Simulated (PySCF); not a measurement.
**H4O4Si, SMILES `O[Si](O)(O)O`: what the electrons do**

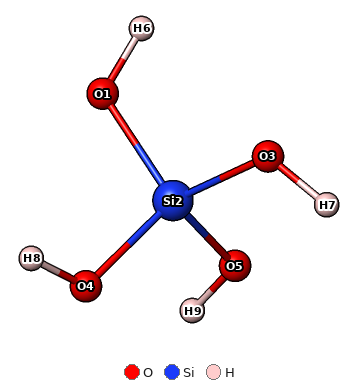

The molecule, with its atoms numbered as below. No frequency check shows the geometry to be a minimum.

Coordinates in Å:

```
O1      -0.7759    1.1321   -0.8695
Si2     -0.0000   -0.0000    0.0000
O3       1.1322    0.7758    0.8696
O4      -1.1322   -0.7758    0.8696
O5       0.7759   -1.1321   -0.8695
H6      -0.2597    1.8086   -1.2974
H7       1.8089    0.2597    1.2971
H8      -1.8089   -0.2596    1.2971
H9       0.2597   -1.8086   -1.2974
```

## 1. Bonding charge

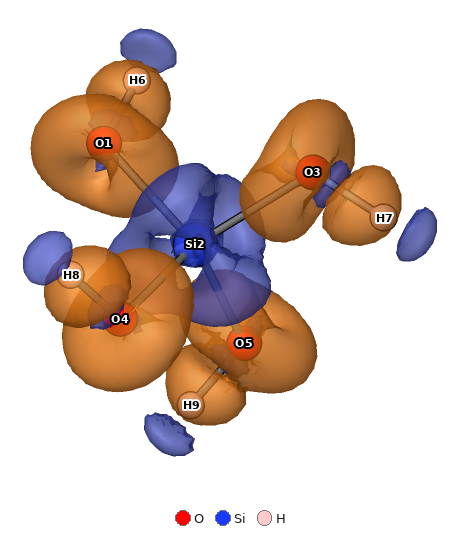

Deformation density (molecule less spherical, spin-averaged free atoms at the same positions), surfaces at ±0.1 e/Å³; orange: gain, blue: loss.

Computed with PySCF, B3LYP/def2-SVP, geometry: GFN2-xTB.

Q: How much density has each bond gained at its critical point, relative to the free atoms?

A: O3–H7, O4–H8, O1–H6 and O5–H9: +0.74 e/Å³ at the bond critical point (bond length 0.95 Å, Mayer order 1.0). Si2–O4, Si2–O5, O1–Si2 and Si2–O3: +0.05 e/Å³ at the bond critical point (bond length 1.62 Å, Mayer order 1.2); up to 0.6 Å beside the axis the gain reaches +0.37 e/Å³. In all, 2.1 electrons gather in the regions of gain relative to the promolecule. A small or negative value marks a very polar bond, one between electron-rich atoms, whose free-atom densities already overlap strongly, a long bond to a heavier atom, or a closed-shell contact such as a hydrogen bond.

Q: Where do the Hirshfeld charges lie?

A: The highest Hirshfeld charge is on Si2 (+0.55 e), the lowest on O1, O3, O4 and O5 (−0.32 e).

## 2. Bond critical points

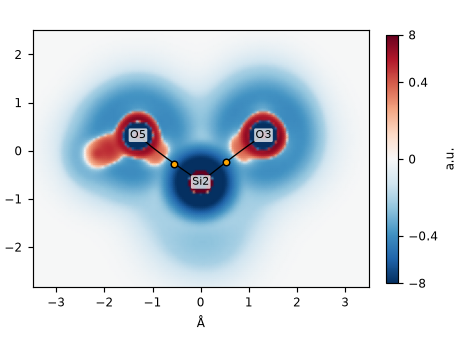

Negative Laplacian of the density (−∇²ρ) in the plane of Si2, O3 and O5 (red positive, blue negative, colour scale in a.u., logarithmic beyond ±0.04), with bond paths and bond critical points (dots).

Q: At which bond critical points in this plane is charge locally concentrated, and at which depleted?

A: At none is it concentrated. Depleted (∇²ρ > 0): Si2–O5 and Si2–O3 (+1.09 a.u., H = −0.020).

Q: Where along Si2–O5 does the critical point lie?

A: 0.67 Å from Si2 and 0.96 Å from O5.

## 3. Electrostatic potential

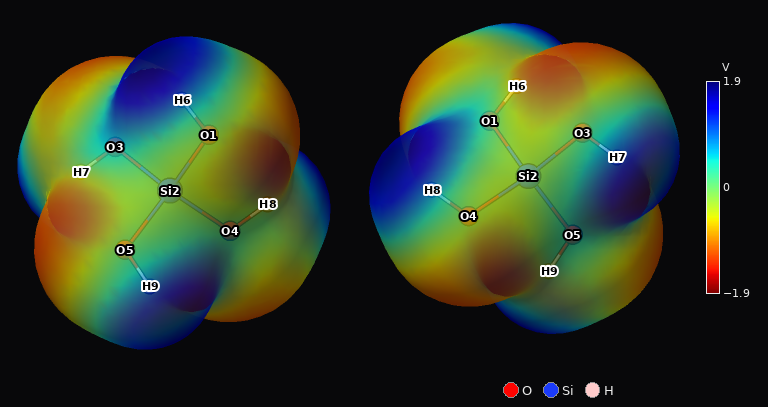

Electrostatic potential on the surface of electron density 0.001 a.u. (back view left, front view right).

Q: Where are the extremes of the potential on the surface?

A: Highest: 1.90 V, 1.2 Å from H8, and at like points elsewhere. Lowest: −1.24 V, 1.7 Å from O4, and at like points elsewhere. The surface is sampled at points, so like sites can differ by a few per cent and only the strongest of them is named.

Q: What volume does the surface enclose, and what is the dipole moment?

A: About 90 Å³; the dipole moment is 0.0 D.

The PySCF run shown took 24 s on 1 thread of Intel(R) Xeon(R) Processor @ 2.50GHz (Skylake/Cascade Lake), on a shared host.
